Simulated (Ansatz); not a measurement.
A series of calculations on SiH₄O

## 1. Relaxation

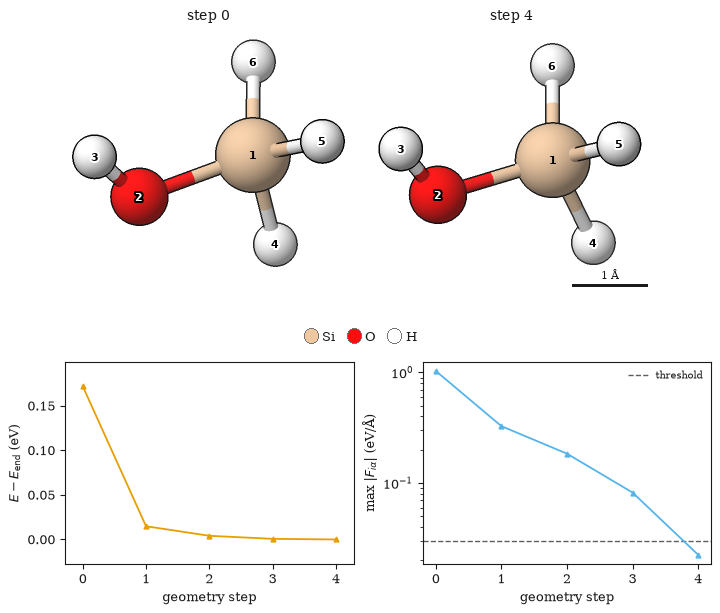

First and last geometry of a relaxation of SiH₄O, with the history of the run. A ball-and-stick model, seen from a free direction.

The run prepares an end point of a later path (reaction) calculation, from a guessed geometry.

Computed with RKS PBE0/def2-SVP (Ansatz). Settings: no spin polarisation; force threshold 0.03 eV/Å; at most 50 steps.

### Read the history and describe the run.

It converged. After 4 geometry steps the energy has fallen by 0.172 eV. Largest force component: 1 eV/Å at the start, 0.022 eV/Å at the end. H4 moves most after the best rigid fit: 0.22 Å. Largest moves by element: H 0.22 Å, Si 0.08 Å, O 0.08 Å. Some distances before and after: Si1–H4 1.456 → 1.487 Å. Among the angles between lasting bonds that change: O2–Si1–H4 92.0° → 106.3°, Si1–O2–H3 120.7° → 116.9°, H4–Si1–H6 113.1° → 109.4°.

| step | E − E(0), eV | largest force component, eV/Å |
| --- | --- | --- |
| 0 | 0.0000 | 1.0327 |
| 1 | -0.1571 | 0.3272 |
| 2 | -0.1678 | 0.1844 |
| 3 | -0.1712 | 0.0820 |
| 4 | -0.1719 | 0.0224 |

## 2. Relaxation

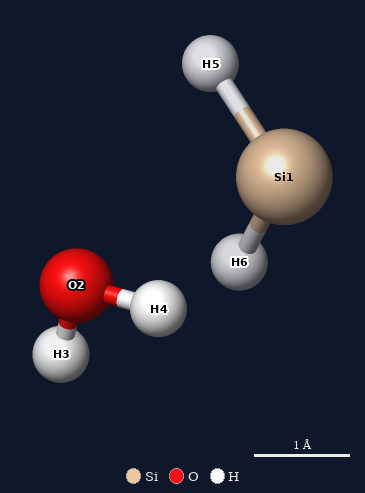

This is the input geometry for a relaxation of SiH4O. The picture is a ball-and-stick view, seen from a free direction.

The run prepares an end point of a later path (reaction) calculation, from a guessed geometry.

Theory: RKS PBE0/def2-SVP in Ansatz.

Input file:
```yaml
crystal:
  periodic: [false, false, false]
  atoms:
    - { symbol: Si, position_ang: [-0.11609, 0.077604, -0.906258] }
    - { symbol: O, position_ang: [1.155223, 0.191016, 1.647822] }
    - { symbol: H, position_ang: [0.758004, -0.618234, 1.998994] }
    - { symbol: H, position_ang: [1.779551, -0.137796, 0.958388] }
    - { symbol: H, position_ang: [-1.134989, 1.18259, -0.62929] }
    - { symbol: H, position_ang: [-1.021199, -0.97658, -0.251055] }
basis:
  gaussian: { orbitals: def2-SVP }
hamiltonian:
  xc: pbe0
relax:
  f_tol: 0.03
  max_steps: 50
```

Run as
```bash
ansatz run input.yaml --threads 1 --pin off --max-ram 2048MiB --backend cpu --events-out ev --progress --plain --runs-dir out
```

Q: What does the optimiser find from here?

A: The energy falls by 12.7 kcal/mol in 9 geometry steps. The largest force component goes from 1.2 to 0.0017 eV/Å. The largest move after the best rigid fit is that of O2, 0.59 Å. By element the largest moves are O 0.59 Å, H 0.54 Å, Si 0.21 Å. Among the contacts that change: Si1–O2 2.855 → 2.070 Å, O2–H4 0.987 → 0.966 Å, Si1–H6 1.536 → 1.541 Å. Bond angles that change, for instance: H3–O2–H4 103.6° → 107.1°. Cost: 11 s on 1 thread of Arm Neoverse V2, with other jobs on the host, peak memory 0.1 GiB.

The structure at the end:

```xyz
6

Si    0.0084    0.1210   -0.7414
O     0.9678    0.1541    1.0921
H     0.4400   -0.2284    1.8057
H     1.7978   -0.3386    1.0574
H    -1.0030    1.1085   -0.1545
H    -0.7906   -1.0981   -0.2408
```

After the run, drawn alike:

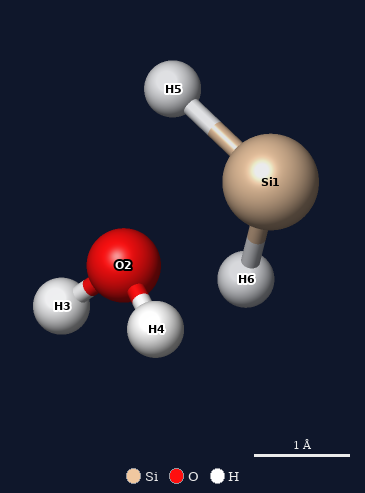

Limits of the set-up: the start holds two separate molecules, 2.7 Å apart at their closest, whose relative position is a soft coordinate and is computed without a dispersion correction.

## 3. Path

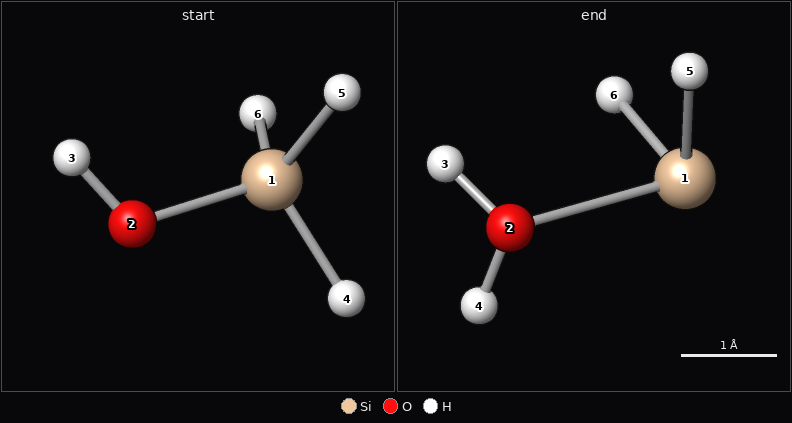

The two relaxed end points of a path for SiH$_{4}$O. The picture is a ball-and-stick view, seen at a tilt.

These are results of RKS PBE0/def2-SVP (Ansatz 0.2.0), not measurements.

Run with 5 movable images; climbing image; force threshold 0.05 eV/Å; iteration limit 60.

Start:
```xyz
6

Si    0.3022   -0.0210    0.0825
O     0.5942   -0.1138    1.7193
H    -0.1725   -0.1719    2.2956
H     1.6339    0.0548   -0.5750
H    -0.5006    1.1903   -0.2781
H    -0.4367   -1.2198   -0.4258
```

End:
```xyz
6

Si    0.0386    0.1874   -0.7357
O     0.9413    0.1402    1.1261
H     0.4066   -0.3033    1.7981
H     1.7892   -0.3207    1.0881
H    -1.0247    1.1017   -0.1226
H    -0.7304   -1.0868   -0.3355
```

Question: Predict the minimum-energy path and its barrier.

Answer: Forward barrier 3.25 eV, backward barrier 0.97 eV, with image 4 at the top; the reaction energy is +2.28 eV. A hydrogen atom shifts from one atom to another. Breaking: Si1–H4 (1.49 → 1.62 at the top → 2.58 Å). Forming: O2–H4 (2.52 → 1.29 at the top → 0.97 Å). The band converged in 15 iterations, with a climbing image at the top. At the top, the vibrational analysis gives one imaginary mode (1479i cm⁻¹), as a transition state must have.

Energies of the converged images:

```tsv
image	path (Å)	E (eV)
0	0.00	0.000
1	0.63	0.024
2	1.27	0.017
3	1.90	1.182
4	2.54	3.246
5	3.23	2.361
6	3.93	2.277
```

The geometry at the top of the path:

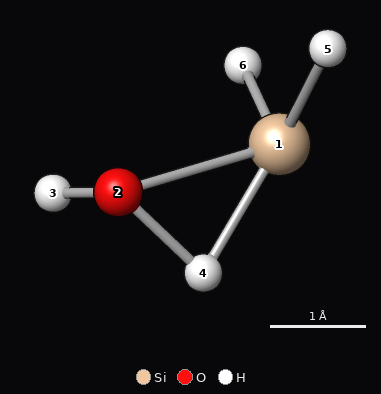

The run took 73 s on 1 thread of Arm Neoverse V2, with other jobs on the host, peak memory 0.094 GiB.
